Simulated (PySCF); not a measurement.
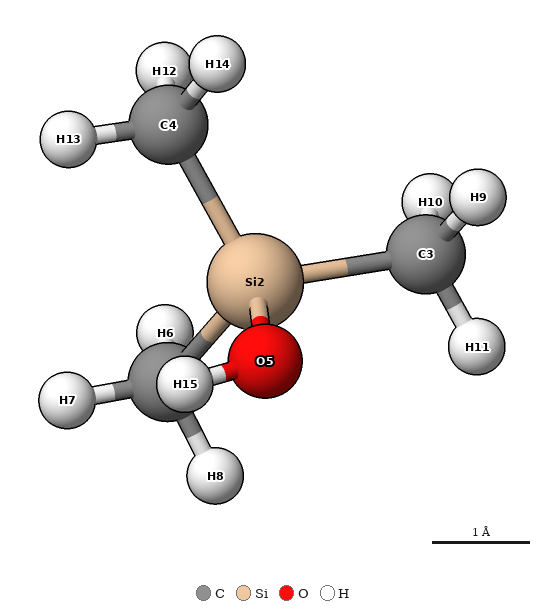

Figure 1. The input geometry of the first run (ball-and-stick view, seen at a tilt; atoms are numbered from 1 in the order of the input).

# Two runs on C3H10OSi

System: C3H10OSi (trimethylsilanol).
Method of the first run: GIAO PBE0/6-31G NMR shielding, non-relativistic, gas phase (PySCF 2.14.0).

The geometry comes from this level: PBE0-D3(BJ)/def2-SVP. Text and figures count atoms from 1; the logs count them from 0 in places.

**Input, the first run**
```
{"job": {"kind": "nmr", "xc": "PBE0", "basis": "6-31G", "pop": true}, "charge": 0, "multiplicity": 1}
C     -0.875229     0.734302    -1.361384
Si    -0.165656     0.071178     0.246425
C     -0.357753    -1.783662     0.343215
C      1.642293     0.564532     0.378119
O     -1.032439     0.667230     1.556339
H     -0.345516     0.308491    -2.229385
H     -0.784040     1.830771    -1.426931
H     -1.941876     0.478301    -1.458845
H      0.039332    -2.170715     1.294242
H      0.184158    -2.278111    -0.478638
H     -1.418638    -2.069725     0.274315
H      2.224794     0.148596    -0.460150
H      1.768139     1.659672     0.353620
H      2.085795     0.195529     1.315947
H     -1.048522     1.622667     1.655624
```

The first line tells a small driver script what to run in PySCF; the rest is the geometry in Å.

Command:
```bash
OMP_NUM_THREADS=1 python <driver script> task.json out
```

Hardware: 1 CPU thread, shared host.

**Output (the first run)**
```
coarse grid: 12168 points
cycle   1  E = -484.5773441764  dE =  2.765e-01  |g| = 8.073e-01  |ddm| = 3.175e+00
cycle   2  E = -484.4540061958  dE =  1.233e-01  |g| = 1.133e+00  |ddm| = 1.903e+00
cycle   3  E = -484.7158580931  dE = -2.619e-01  |g| = 1.414e-01  |ddm| = 1.272e+00
cycle   4  E = -484.7204146850  dE = -4.557e-03  |g| = 2.313e-02  |ddm| = 1.455e-01
cycle   5  E = -484.7205510446  dE = -1.364e-04  |g| = 1.554e-03  |ddm| = 2.139e-02
cycle   6  E = -484.7205518170  dE = -7.724e-07  |g| = 4.211e-04  |ddm| = 3.583e-03
final grid: 110480 points
cycle   7  E = -484.6669039175  dE = -7.588e-06  |g| = 7.719e-03  |ddm| = 1.534e-02
cycle   8  E = -484.6668953804  dE =  8.537e-06  |g| = 9.965e-03  |ddm| = 1.543e-02
cycle   9  E = -484.6669188426  dE = -2.346e-05  |g| = 1.181e-03  |ddm| = 9.004e-03
cycle  10  E = -484.6669191213  dE = -2.786e-07  |g| = 3.118e-05  |ddm| = 1.023e-03
cycle  11  E = -484.6669191216  dE = -3.666e-10  |g| = 1.380e-05  |ddm| = 8.522e-05
converged SCF energy = -484.6669191216

GIAO shielding tensors (ppm)
atom      isotropic    diamagn.    paramagn.     s11        s22        s33       span
  0 C      197.017     255.202     -58.185    188.916    196.416    205.720     16.805
  1 Si     412.570     878.784    -466.214    388.592    399.184    449.934     61.342
  2 C      199.102     254.270     -55.167    190.960    199.944    206.403     15.443
  3 C      196.963     255.211     -58.248    188.879    196.386    205.623     16.744
  4 O      310.533     394.691     -84.158    280.724    304.800    346.076     65.352
  5 H       32.674      31.297       1.377     28.189     30.231     39.603     11.414
  6 H       32.730      31.273       1.456     28.241     30.339     39.608     11.367
  7 H       32.396      30.920       1.476     27.741     29.698     39.748     12.007
  8 H       32.195      30.537       1.658     27.359     29.564     39.662     12.303
  9 H       32.878      31.046       1.832     28.268     30.442     39.923     11.655
 10 H       32.200      30.543       1.658     27.348     29.596     39.657     12.309
 11 H       32.679      31.303       1.376     28.196     30.242     39.599     11.403
 12 H       32.723      31.257       1.466     28.245     30.324     39.600     11.354
 13 H       32.387      30.921       1.466     27.719     29.711     39.731     12.011
 14 H       33.121      30.943       2.178     24.980     28.320     46.064     21.084
```

For the second run the input was changed thus:
```diff
-"basis": "6-31G"
+"basis": "STO-3G"
```

Predict how the results change.

The total energy of the second run is 3573.9 kcal/mol higher, which measures the change of basis and not a stability. The HOMO goes from −7.76 to −3.88 eV. The LUMO goes from 1.63 to 7.89 eV. The dipole moment goes from 2.00 to 1.13 D. Of all shieldings, the largest change is that of O5, by +102.0 ppm. The number of SCF iterations is the same. The basis functions go from 69 to 39.

**Output (the second run)**
```
coarse grid: 12168 points
cycle   1  E = -478.8817578558  dE =  1.099e-01  |g| = 5.989e-01  |ddm| = 4.352e+00
cycle   2  E = -478.8960963632  dE = -1.434e-02  |g| = 5.951e-01  |ddm| = 1.727e+00
cycle   3  E = -479.0070415728  dE = -1.109e-01  |g| = 6.209e-02  |ddm| = 9.117e-01
cycle   4  E = -479.0082196417  dE = -1.178e-03  |g| = 1.591e-02  |ddm| = 1.092e-01
cycle   5  E = -479.0082983443  dE = -7.870e-05  |g| = 1.858e-03  |ddm| = 2.416e-02
cycle   6  E = -479.0082996906  dE = -1.346e-06  |g| = 2.321e-04  |ddm| = 3.522e-03
final grid: 110480 points
cycle   7  E = -478.9716022595  dE = -5.577e-06  |g| = 4.700e-03  |ddm| = 1.563e-02
cycle   8  E = -478.9716029389  dE = -6.794e-07  |g| = 4.473e-03  |ddm| = 1.256e-02
cycle   9  E = -478.9716091858  dE = -6.247e-06  |g| = 2.302e-04  |ddm| = 6.301e-03
cycle  10  E = -478.9716092028  dE = -1.708e-08  |g| = 1.246e-05  |ddm| = 3.400e-04
cycle  11  E = -478.9716092029  dE = -6.492e-11  |g| = 5.749e-06  |ddm| = 3.563e-05
converged SCF energy = -478.9716092029

GIAO shielding tensors (ppm)
atom      isotropic    diamagn.    paramagn.     s11        s22        s33       span
  0 C      234.988     247.617     -12.629    231.271    236.532    237.161      5.890
  1 Si     504.419     869.532    -365.113    480.033    480.451    552.773     72.739
  2 C      236.224     247.002     -10.778    231.320    237.617    239.734      8.414
  3 C      234.964     247.628     -12.663    231.202    236.564    237.127      5.925
  4 O      412.524     377.857      34.667    301.225    419.046    517.300    216.075
  5 H       32.602      31.610       0.992     27.234     29.632     40.940     13.705
  6 H       32.795      31.287       1.508     27.334     30.049     41.001     13.667
  7 H       32.508      30.875       1.634     26.952     29.242     41.331     14.378
  8 H       32.194      30.539       1.655     26.430     29.165     40.987     14.557
  9 H       32.520      31.333       1.187     26.936     29.567     41.057     14.121
 10 H       32.197      30.548       1.649     26.414     29.195     40.981     14.567
 11 H       32.605      31.610       0.995     27.234     29.646     40.935     13.701
 12 H       32.784      31.271       1.513     27.326     30.037     40.989     13.663
 13 H       32.504      30.872       1.632     26.939     29.248     41.325     14.386
 14 H       36.568      31.809       4.759     28.303     32.977     48.424     20.121
```

**The two runs side by side**

| quantity | the first run | the second run |
| --- | --- | --- |
| outcome | converged | converged |
| total energy (hartree) | −484.666919 | −478.971609 |
| HOMO (eV) | −7.76 | −3.88 |
| LUMO (eV) | 1.63 | 7.89 |
| dipole moment (D) | 2.00 | 1.13 |
| shielding of C1 (ppm) | 197.0 | 235.0 |
| shielding of Si2 (ppm) | 412.6 | 504.4 |
| shielding of C3 (ppm) | 199.1 | 236.2 |
| shielding of C4 (ppm) | 197.0 | 235.0 |
| shielding of O5 (ppm) | 310.5 | 412.5 |
| shielding of H10 (ppm) | 32.9 | 32.5 |
| shielding of H15 (ppm) | 33.1 | 36.6 |
| SCF iterations | 11 | 11 |
| basis functions | 69 | 39 |
| wall time (shared host) | 5.8 s | 3.2 s |
